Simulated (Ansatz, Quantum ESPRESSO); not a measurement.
# Mo (Im-3m): electron-phonon coupling, part 3 of 4

Wanted: the coupling constant λ of Mo (Im-3m) at ambient pressure.

Quantum ESPRESSO 7.5; DFT PBE, scalar-relativistic, plane waves, PseudoDojo norm-conserving pseudopotentials.

So far. Step 7 (Phonons on a q mesh): The acoustic modes at Γ come out as far as 0.8 cm⁻¹ from zero, where they should vanish, a small numerical error. Step 9 (Interpolated phonon bands): All branches are real along the path. The relaxed cell has a = 3.159 Å (conventional setting).

## (10) Density of states

Sums over the zone need many more wavevectors than were solved, so the interpolation is sampled on a dense mesh.

File matdyn.in:

```
 &input
    asr='crystal',
    flfrc='x.fc',
    dos=.true.,
    fldos='x.dos',
    nk1=20,
    nk2=20,
    nk3=20,
    deltaE=0.3,
    la2F=.true.,
 /
```

Started as:

```sh
matdyn.x -in matdyn.in > matdyn.out
```

Numbers of over 12 decimals in the logs are rounded to 6 here.

The program printed:

```text
[banner, memory and clock lines left out]
Program MATDYN v.7.5

 mass for atomic type   1 not given; uses mass from file x.fc
 Norm of the difference between old and new effective charges:    0.000000

 Norm of the difference between old and new force-constants:   9.28812e-07

     Message from routine matdyn:
     Z* not found in file x.fc, TO-LO splitting at q=0 will be absent!
 Norm of the difference between old and new effective charges:    0.000000

 Norm of the difference between old and new force-constants:   1.58634e-05

 Norm of the difference between old and new effective charges:    0.000000

 Norm of the difference between old and new force-constants:   2.24344e-05

 Norm of the difference between old and new effective charges:    0.000000

 Norm of the difference between old and new force-constants:   3.11769e-05

 Norm of the difference between old and new effective charges:    0.000000

 Norm of the difference between old and new force-constants:   4.42647e-05

 Norm of the difference between old and new effective charges:    0.000000

 Norm of the difference between old and new force-constants:   6.80934e-05

 Norm of the difference between old and new effective charges:    0.000000

 Norm of the difference between old and new force-constants:   0.0001052

 Norm of the difference between old and new effective charges:    0.000000

 Norm of the difference between old and new force-constants:   0.0001554

 Norm of the difference between old and new effective charges:    0.000000

 Norm of the difference between old and new force-constants:   0.000220377

 Norm of the difference between old and new effective charges:    0.000000

 Norm of the difference between old and new force-constants:   0.000306714

 Norm of the difference between old and new effective charges:    0.000000

 Norm of the difference between old and new force-constants:   0.000424727

Note: The following floating-point exceptions are signalling: IEEE_UNDERFLOW_FLAG
```

It took 59 s on 1 thread of Intel Xeon at 2.70GHz, shared host.

Read from the output:

```
share of modes beyond 3i cm⁻¹ on the dense interpolated mesh : 0
electron-phonon coupling constant                            : 0.5106
logarithmic mean frequency weighted by the coupling          : 266.0 K
zero-point energy per atom                                   : 35.24 meV
heat capacity at 300 K                                       : 23.23 J/(mol atoms K)
vibrational entropy at 300 K                                 : 28.95 J/(mol atoms K)
```

The phonon density of states has structure finer than the step of the table below, so its rows give means over 20 cm⁻¹, whole bins alone (the curve runs from 0 to 261 cm⁻¹). Peaks (cm⁻¹: height): 201.0: 0.0385, 247.5: 0.0336.

Tetrahedra. Phonon density of states against wavenumber; means over each step:

| wavenumber (cm⁻¹) | phonon density of states (1/cm⁻¹/cell) |
| --- | --- |
| 20 | 6.7e-5 |
| 40 | 3.9e-4 |
| 60 | 9.7e-4 |
| 80 | 0.00188 |
| 100 | 0.00331 |
| 120 | 0.00572 |
| 140 | 0.0114 |
| 160 | 0.0195 |
| 180 | 0.0270 |
| 200 | 0.0321 |
| 220 | 0.0175 |
| 240 | 0.0256 |

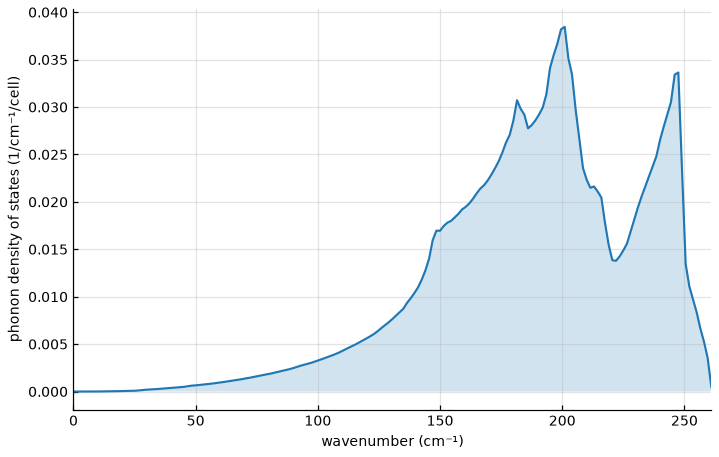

Phonon density of states, plotted against wavenumber.

Harmonic thermodynamic functions per atom, summed over the density of states scaled to three modes an atom; melting is ignored. Thermodynamic functions:

| T (K) | F_vib (meV/atom) | S (J/mol-atom/K) | C_V (J/mol-atom/K) |
| --- | --- | --- | --- |
| 0 | 35.24 | 0 | 0 |
| 50 | 35.09 | 1.24 | 4.015 |
| 100 | 33 | 7.311 | 13.96 |
| 200 | 18.6 | 19.87 | 21.31 |
| 300 | -6.95 | 28.95 | 23.23 |
| 400 | -40.62 | 35.74 | 23.96 |
| 500 | -80.56 | 41.13 | 24.31 |
| 600 | -125.6 | 45.58 | 24.5 |
| 700 | -174.8 | 49.37 | 24.62 |
| 800 | -227.7 | 52.66 | 24.69 |
| 900 | -283.8 | 55.57 | 24.75 |
| 1000 | -342.8 | 58.18 | 24.78 |

λ by broadening:

| broadening (Ry) | lambda | N(E_F) (states/spin/Ry/cell) | ω_log (K) |
| --- | --- | --- | --- |
| 0.005 | 0.4736 | 4.122 | 259.7 |
| 0.01 | 0.5401 | 4.345 | 268.9 |
| 0.015 | 0.5324 | 4.438 | 268.1 |
| 0.02 | 0.5106 | 4.447 | 266 |
| 0.025 | 0.496 | 4.458 | 264.4 |
| 0.03 | 0.4894 | 4.49 | 263.3 |
| 0.035 | 0.4877 | 4.535 | 262.7 |
| 0.04 | 0.4887 | 4.588 | 262.4 |
| 0.045 | 0.4914 | 4.651 | 262.2 |
| 0.05 | 0.4955 | 4.727 | 262 |

The alpha^2 F has structure finer than the step of the table below, so its rows give means over 2 meV, whole bins alone (the curve runs from 0.019 to 32.5 meV). Peaks (meV: height): 22.6: 0.921, 30.6: 0.488.

Gaussian broadening 0.02 Ry. The alpha^2 F by phonon energy; means over each step:

| phonon energy (meV) | alpha^2 F |
| --- | --- |
| 2 | 0 |
| 4 | -1.9e-4 |
| 6 | -6.0e-4 |
| 8 | -1.0e-3 |
| 10 | -8.1e-4 |
| 12 | 0.00200 |
| 14 | 0.0132 |
| 16 | 0.0522 |
| 18 | 0.255 |
| 20 | 0.411 |
| 22 | 0.638 |
| 24 | 0.550 |
| 26 | 0.373 |
| 28 | 0.248 |
| 30 | 0.356 |

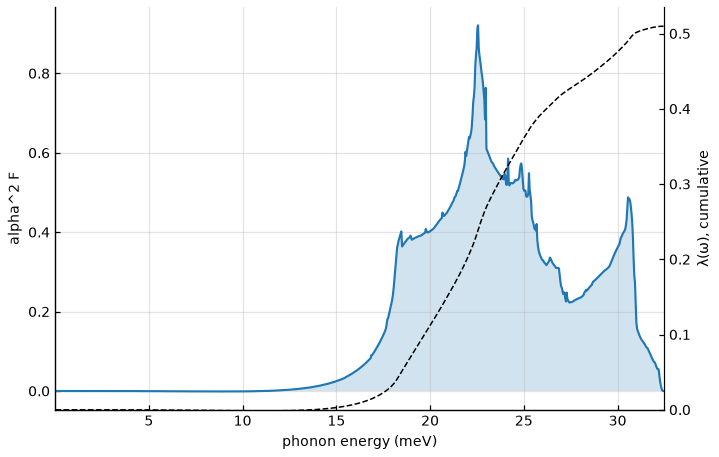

Alpha^2 F against phonon energy. The dashed line is the running λ.

At 300 K the heat capacity has reached 93 % of the Dulong-Petit value.

## (11) Cross-check with Ansatz

A second program on the same cell, potentials, cutoff and meshes tests the implementation of the phonon response, not its convergence. Its couplings are summed in its own way. Its k mesh is centred on Γ.

This step: DFT PBE, scalar-relativistic, plane waves, PseudoDojo norm-conserving pseudopotentials (Ansatz 0.2.0).

File input.yaml:

```yaml
crystal:
  lattice:
    - [-1.579468852, 1.579468852, 1.579468852]
    - [1.579468852, -1.579468852, 1.579468852]
    - [1.579468852, 1.579468852, -1.579468852]
  atoms:
    - { symbol: Mo, position: [0.0, 0.0, 0.0] }
kpoints:
  mp_grid: { grid: [16, 16, 16] }
hamiltonian:
  xc: pbe
  pseudopotentials: { kind: nc, accuracy: standard }
scf:
  occupations: { method: cold, width: 0.27211 }
output:
  eigenvalues: true
basis:
  ecutwfc: 979.61
phonons:
  method: dfpt
  qmesh: [4, 4, 4]
  temperatures: { t_max: 1000, t_step: 50 }
  qpath:
    path:
      - [[0.0, 0.0, 0.0], [0.5, -0.5, 0.5], [0.0, 0.0, 0.5], [0.0, 0.0, 0.0], [0.25, 0.25, 0.25], [0.5, -0.5, 0.5]]
      - [[0.25, 0.25, 0.25], [0.0, 0.0, 0.5]]
    npoints: 12
  electrical_resistivity: { temperatures: [77, 300], mesh: [32, 32, 32] }
```

Started as:

```sh
ansatz run input.yaml --threads 8 --pin off --max-ram 16384MiB --backend cpu --events-out ev --progress --plain --runs-dir out
```

The program printed:

```text
Warning: basis.ecutwfc = 979.61 eV is below the records' recommended 1088.45545 eV, and the density's cutoff is lower with it unless basis.ecutrho_ratio is high enough to keep the records' density cutoff: compare with a run at a higher cutoff
Engine: ansatz 0.2.0, x86_64-unknown-linux-gnu
Pseudopotentials: kind: nc
Pseudopotential: Mo, nc, valence charge 14, recommended cutoff 1088.45545 eV (normal), Mo.nc.azcp (PseudoDojo's, or run here from an input of PseudoDojo's; its table is named by hamiltonian.pseudopotentials.accuracy)
Functional definition: PBE
  parameter kappa = 0.804
  parameter beta = 0.066725
  exchange = pbe_x(kappa = kappa, mu = beta*pi^2/3)
  correlation = pbe_c(beta = beta)
Crystal: 1 atoms, lattice volume = 15.761 Å³
Basis set: ecut = 979.61 eV, 1061 PW (Γ), exchange–correlation on 60×60×60 points (8 copies of the dense FFT grid, shifted against one another)
Bands: 11, of which v1, the nominal top of the filled ones, is band 7 counted from 1 (6 counted from 0)
Symmetry: 48 space group operations
k-points: 145 of 4096
Non-local potential: Mo, projectors of the file, l = 0: 2, l = 1: 2, l = 2: 2
Initial density: superposition of atomic densities (chi_scale 0.1, normalization cell)
Initial wavefunctions: pseudopotential atomic-orbital guess
Functional: x = pbe(κ = 0.804, μ = 0.219515), c = pbe(β = 0.066725)
SCF iter   1: F=—  HF=-1912.990861 eV  |F-HF|=—  |Δ(HF+E_count)|=         —  Δρ=1.09e-1  dr2=1.79e0  ethr=3.10e-3  ⟨swp⟩=5.8  Hψ=10862  notcnv=0
preconditioner: auto → none  [metal: Δε(μ)=0.034 eV  Ē_g=8.586 eV  σ=0.272 eV  W_gap=0.08  n_scr=0 (ndim 8)  ℏωp=22.9 eV  f_vac=0.000  D(μ)=0.41/eV (n_scr^D=0)]
SCF iter   2: F=—  HF=-1912.383870 eV  |F-HF|=—  |Δ(HF+E_count)|=   6.07e-1  S|Δr|=    0.00e0  Δρ=3.32e-2  dr2=5.40e-2  ethr=3.10e-3  ⟨swp⟩=2.4  Hψ=4285  notcnv=0  defer=7
SCF iter   3: F=—  HF=-1912.379796 eV  |F-HF|=—  |Δ(HF+E_count)|=   4.07e-3  S|Δr|=    0.00e0  Δρ=1.33e-2  dr2=8.22e-3  ethr=3.86e-4  ⟨swp⟩=1.0  Hψ=1644  notcnv=0  defer=7
SCF iter   4: F=—  HF=-1912.379651 eV  |F-HF|=—  |Δ(HF+E_count)|=   1.45e-4  S|Δr|=    0.00e0  Δρ=6.15e-4  dr2=1.64e-5  ethr=5.87e-5  ⟨swp⟩=1.0  Hψ=1594  notcnv=0  defer=7
SCF iter   5: F=—  HF=-1912.379715 eV  |F-HF|=—  |Δ(HF+E_count)|=   6.41e-5  S|Δr|=    0.00e0  Δρ=1.15e-4  dr2=2.34e-7  ethr=1.17e-7  ⟨swp⟩=3.0  Hψ=3066  notcnv=0  defer=7
SCF iter   6: F=—  HF=-1912.379715 eV  |F-HF|=—  |Δ(HF+E_count)|=   6.21e-7  S|Δr|=    0.00e0  Δρ=6.51e-6  dr2=2.23e-9  ethr=1.67e-9  ⟨swp⟩=2.3  Hψ=2521  notcnv=0  defer=7
SCF iter   7: F=—  HF=-1912.379715 eV  |F-HF|=—  |Δ(HF+E_count)|=  8.26e-10  S|Δr|=    0.00e0  Δρ=1.49e-6  dr2=4.94e-11  ethr=1.59e-11  ⟨swp⟩=2.2  Hψ=2530  notcnv=0  defer=7
SCF iter   8: F=-1912.379715 eV  HF=-1912.379715 eV  |F-HF|=2.27e-13  |Δ(HF+E_count)|=  1.36e-12  S|Δr|=    0.00e0  Δρ=5.02e-8  dr2=2.18e-13  ethr=1.00e-12  ⟨swp⟩=9.0  Hψ=10724  notcnv=0
SCF 1 converged in 8 iterations: F = -1912.379715 eV  dr2 = 2.18e-13
NSCF: frozen V_eff on 145 k-points
NSCF: frozen V_eff on 349 k-points
DFPT response loops at q = (0, 0, 0) (fractional): preconditioner auto → Kerker (q_TF=auto, 2.675 Å⁻¹) (partly filled bands, converged f_vac=0.000); β = 1.00, the filter's whole step (`scf.mixing.beta` (0.50) is not read by the response loops under this deck's `scf.mixing.preconditioner`; to damp them name `kerker` or `kerker_dos`, under which they read `scf.mixing.beta`, and type it under 1.00, their step now; both keys bind the ground state too); Broyden in place of MSR1
NSCF: frozen V_eff on 4352 k-points
DFPT response loops at q = (0, 0, 0.25) (fractional): mixed as the last ones told, above
NSCF: frozen V_eff on 2196 k-points
DFPT response loops at q = (0, 0, -0.5) (fractional): mixed as the last ones told, above
NSCF: frozen V_eff on 8192 k-points
DFPT response loops at q = (0, 0.25, 0.25) (fractional): mixed as the last ones told, above
NSCF: frozen V_eff on 1178 k-points
DFPT response loops at q = (0.25, 0.25, 0.25) (fractional): mixed as the last ones told, above
NSCF: frozen V_eff on 2320 k-points
DFPT response loops at q = (0.25, 0.25, -0.25) (fractional): mixed as the last ones told, above
NSCF: frozen V_eff on 4352 k-points
DFPT response loops at q = (0.25, -0.5, -0.5) (fractional): mixed as the last ones told, above
NSCF: frozen V_eff on 698 k-points
DFPT response loops at q = (-0.5, -0.5, -0.5) (fractional): mixed as the last ones told, above
SCF iter   1: F=—  HF=-1912.990861 eV  |F-HF|=—  |Δ(HF+E_count)|=         —  Δρ=1.09e-1  dr2=1.79e0  ethr=3.10e-3  ⟨swp⟩=5.8  Hψ=10862  notcnv=0
SCF iter   2: F=—  HF=-1912.383870 eV  |F-HF|=—  |Δ(HF+E_count)|=   6.07e-1  S|Δr|=    0.00e0  Δρ=3.32e-2  dr2=5.40e-2  ethr=3.10e-3  ⟨swp⟩=2.4  Hψ=4285  notcnv=0  defer=7
SCF iter   3: F=—  HF=-1912.379796 eV  |F-HF|=—  |Δ(HF+E_count)|=   4.07e-3  S|Δr|=    0.00e0  Δρ=1.33e-2  dr2=8.22e-3  ethr=3.86e-4  ⟨swp⟩=1.0  Hψ=1644  notcnv=0  defer=7
SCF iter   4: F=—  HF=-1912.379651 eV  |F-HF|=—  |Δ(HF+E_count)|=   1.45e-4  S|Δr|=    0.00e0  Δρ=6.15e-4  dr2=1.64e-5  ethr=5.87e-5  ⟨swp⟩=1.0  Hψ=1594  notcnv=0  defer=7
SCF iter   5: F=—  HF=-1912.379715 eV  |F-HF|=—  |Δ(HF+E_count)|=   6.41e-5  S|Δr|=    0.00e0  Δρ=1.15e-4  dr2=2.34e-7  ethr=1.17e-7  ⟨swp⟩=3.0  Hψ=3066  notcnv=0  defer=7
SCF iter   6: F=—  HF=-1912.379715 eV  |F-HF|=—  |Δ(HF+E_count)|=   6.21e-7  S|Δr|=    0.00e0  Δρ=6.51e-6  dr2=2.23e-9  ethr=1.67e-9  ⟨swp⟩=2.3  Hψ=2521  notcnv=0  defer=7
SCF iter   7: F=—  HF=-1912.379715 eV  |F-HF|=—  |Δ(HF+E_count)|=  8.26e-10  S|Δr|=    0.00e0  Δρ=1.49e-6  dr2=4.94e-11  ethr=1.59e-11  ⟨swp⟩=2.2  Hψ=2530  notcnv=0  defer=7
SCF iter   8: F=-1912.379715 eV  HF=-1912.379715 eV  |F-HF|=4.55e-13  |Δ(HF+E_count)|=  1.82e-12  S|Δr|=    0.00e0  Δρ=4.86e-8  dr2=2.01e-13  ethr=1.00e-12  ⟨swp⟩=3.1  Hψ=4212  notcnv=0
SCF 2 converged in 8 iterations: F = -1912.379715 eV  dr2 = 2.01e-13
NSCF: frozen V_eff on 145 k-points
NSCF: frozen V_eff on 897 k-points
[...]
SCF converged after 8 iterations
Stability not checked: this state was not tested for a lower state beside it, because cold or Methfessel-Paxton smearing, or corrected tetrahedra, fill the levels in a way that the test cannot read (fill_not_monotonic; see scf.lower_state_search)
Free energy (F): -1912.379715 eV
Harris-Foulkes:  -1912.379715 eV  (|F-HF|=2.27e-13)
Internal energy: -1912.378780 eV  (E = F + TS)
E sigma→0 (E₀):  -1912.379403 eV
Entropy (-TS):   -0.000935 eV (-0.935 meV/atom)
Fermi energy:    21.163969 eV
--- Per-component energies (eV) ---
  E_band       = -53.969672
  E_kinetic    = 605.168284
  E_local      = -1088.623599  (includes V_loc(G=0)·N_el)
  E_nonlocal   = 234.183706
  E_hartree    = 243.183976
  E_xc         = -280.567474
  E_vxc        = -291.066028  (∫ρ·V_xc dr)
  E_ewald      = -1625.723673
  E_smearing   = -0.000935  (= −TS)
  E_closure    = -0.000000  (closes the sum)
  Σ components = -1912.379715   (vs F -1912.379715, Δ=0.00e0)
--- Band table (eV; the first three rows and the last of 145) ---
  k-point 0: bands = [... 3 lower, -13.4045, 13.9629, 19.8224, 19.8224, 19.8224, 22.8106, 22.8106, 36.0838]
  k-point 1: bands = [... 3 lower, -13.4049, 14.1340, 19.7262, 19.8068, 19.9831, 22.6700, 22.8135, 36.2092]
  k-point 2: bands = [... 3 lower, -13.4061, 14.6158, 19.4638, 19.7339, 20.4568, 22.3854, 22.8299, 36.4816]
  k-point 144: bands = [... 3 lower, -14.3447, 15.7922, 15.7922, 25.1019, 25.1019, 25.1019, 30.1956, 30.1956]
--- Phonons (Γ-DFPT): 1 representative perturbation + reference (Σ response iterations 4) ---
  ASR residual: 1.288e-4 → 0.000e0 eV/Å²; symmetrization residual: 2.711e-20 eV/Å²
  ASR residual per site (eV/Å²): 1.29e-4
  Γ frequencies (cm⁻¹): 0.00 0.00 0.00
--- Phonons (arbitrary-q DFPT): 8 irreducible q on the 4×4×4 mesh ---
  q = [0.0000, 0.0000, 0.0000] (star 1, of the zone-centre solve; hermiticity 7.84e-25, symmetrization 8.42e-16): -0.00 -0.00 0.00
  q = [0.0000, 0.0000, 0.2500] (star 12, 2 solved perturbations in 3336 linear systems a pass and spin channel, the states on 2176 of 4096 k-point pairs; hermiticity 3.16e-14, symmetrization 1.17e-13): 113.52 132.19 194.21
  q = [0.0000, 0.0000, -0.5000] (star 6, 2 solved perturbations in 1719 linear systems a pass and spin channel, the states on 1098 of 4096 k-point pairs; hermiticity 3.19e-14, symmetrization 4.58e-14): 145.84 194.74 261.53
  q = [0.0000, 0.2500, 0.2500] (star 24, 2 solved perturbations in 6272 linear systems a pass and spin channel, the states on 4096 of 4096 k-point pairs; hermiticity 5.19e-9, symmetrization 2.18e-14): 185.62 198.32 235.05
  q = [0.2500, 0.2500, 0.2500] (star 2, 1 solved perturbation on 589 of 4096 k-point pairs; hermiticity 2.00e-14, symmetrization 2.31e-13): 206.86 206.86 206.86
  q = [0.2500, 0.2500, -0.2500] (star 6, 2 solved perturbations in 1808 linear systems a pass and spin channel, the states on 1160 of 4096 k-point pairs; hermiticity 6.20e-14, symmetrization 5.58e-14): 146.31 146.31 238.36
  q = [0.2500, -0.5000, -0.5000] (star 12, 2 solved perturbations in 3336 linear systems a pass and spin channel, the states on 2176 of 4096 k-point pairs; hermiticity 1.59e-13, symmetrization 1.11e-13): 173.11 218.88 234.05
  q = [-0.5000, -0.5000, -0.5000] (star 1, 1 solved perturbation on 349 of 4096 k-point pairs; hermiticity 6.22e-14, symmetrization 4.12e-13): 182.01 182.01 182.01
  sum rule: each row above includes the acoustic sum rule's correction from the zone centre's row sums; it moved no ω² by more than (0.60 cm⁻¹)²
  mesh force constants: q→R imaginary residual 0.00e0; ASR residual 1.288e-4 → 0.000e0 eV/Å²; symmetrization residual 1.421e-14 eV/Å²
  interpolated dispersion: 74 rows × 3 modes
  density of states and harmonic sums: on the 28×28×28 q-mesh, interpolated from the force constants of a 4×4×4 supercell (no non-analytic term)
  largest difference from the sums on the solved wave vectors: F 1.04e-2 eV, S 1.44e-5 and C_V 4.03e-6 eV/K
  zero-point energy: 0.035236 eV/cell   skipped modes (ω ≤ 0): 3   left out of the sums: 4.56e-5 of the cell's modes: C_V's classical limit lies that fraction below 3 k_B per atom; for a crystal, a wire or a layer, F and S can be off by more, and a phonons.interpolated_qmesh denser along its periods is the remedy for the sampling
--- Electrical resistivity: potentials and phonons of a 4×4×4 supercell ---
  scattering by harmonic phonons alone, with no dipole-dipole term; scattering by other electrons, impurities, surfaces and spin disorder is left out, and so is spin–orbit coupling
  the resistivity is that of a variational response, whose dependence on the energy is improved iteratively
  at the Fermi level of each mesh (of a tensor a third of its trace):
           mesh   spin    states/(eV spin)  plasma energy (eV)         λ      λ_tr    ħω_log (meV)
       32×32×32                     0.2960              8.5590    0.4287    0.3962          22.165
       16×16×16                     0.3067              8.4198    0.4405    0.4046          22.176
          8×8×8                     0.3188              8.2351    0.4657    0.4407          22.468
  resistivity on the deck's mesh, µΩ·cm:
     T (K)       trace/3  mesh converged            xx            yy            zz    lowest order   relaxation time
     77.00     5.2099e-1              no     5.2099e-1     5.2099e-1     5.2099e-1       6.8307e-1         5.6667e-1
    300.00      5.6800e0              no      5.6800e0      5.6800e0      5.6800e0        6.1295e0          6.1303e0
  mean free path at 77 K (of a tensor a third of its trace): 146 nm by what each carries, 117 by the Fermi surface alone
  Hall coefficient in a weak field at 77 K (a third of the trace): 1.849e-10 m³/C (as a tensor it moves by 2.5 % between the two finest meshes); by each state's relaxation time: 2.003e-10 m³/C; by a constant relaxation time: 9.215e-11 m³/C
  mean free path at 300 K (of a tensor a third of its trace): 12.3 nm by what each carries, 10.7 by the Fermi surface alone
  Hall coefficient in a weak field at 300 K (a third of the trace): 1.828e-10 m³/C (as a tensor it moves by 1.0 % between the two finest meshes); by each state's relaxation time: 1.907e-10 m³/C; by a constant relaxation time: 9.134e-11 m³/C
  the resistivity times a path that all electrons share, by the Fermi surface of the deck's mesh alone (a third of the trace): 6.081e-16 Ω·m²
  not converged in the mesh (λ; λ_tr; the resistivity at 77 K by 5.79 %; the resistivity at 300 K by 5.87 %): between neighbouring meshes, the two finest first, λ moves by 2.76 % and 5.72 %, λ_tr by 2.12 % and 8.92 % and the resistivity by up to 5.87 % and 14.26 %; an estimate, no bound, puts it up to 4.0e-7 % above the Boltzmann equation's exact value after up to 5 iterations (at most 30 are made, fewer where the estimate is under 1.0e-6 % of each spin channel's own resistivity)
  vibrations of 64 cells: unjudged by the run; compare a larger repeat
  the changes of the potential over all sites missed a rigid shift's by 0.00 % (the site terms' by 0.00 %)
  at the force constants' own smearing the fine mesh and the k-points of their solves give squared frequencies that differ by 14.6 % of the larger at the most, at (-0.5, -0.5, -0.5)
```

It took 6.9 min on 8 threads; peak memory 5.3 GiB.

Numbers from this step:

| Quantity | Value |
| --- | --- |
| sum-rule residual before enforcement | 1.29e-4 eV/Å² |
| electron-phonon coupling constant | 0.4287 |
| logarithmic mean frequency weighted by the coupling | 257.2 K |
| vibrational entropy at 300 K | 28.96 J/(mol atoms K) |

(Continued in part 4 of 4.)

[Host names and launcher messages were left out of these logs when they were recorded.]

[Logs are printed without paths, hosts, clocks, repeated set-up lines and the standing remarks that a program may print on its own settings, such as how far it seeks lower states.]

[Hosts, paths, dates, database ids (printed as entryN), source tags and the programs' standing remarks are cut or masked in the printed files.]
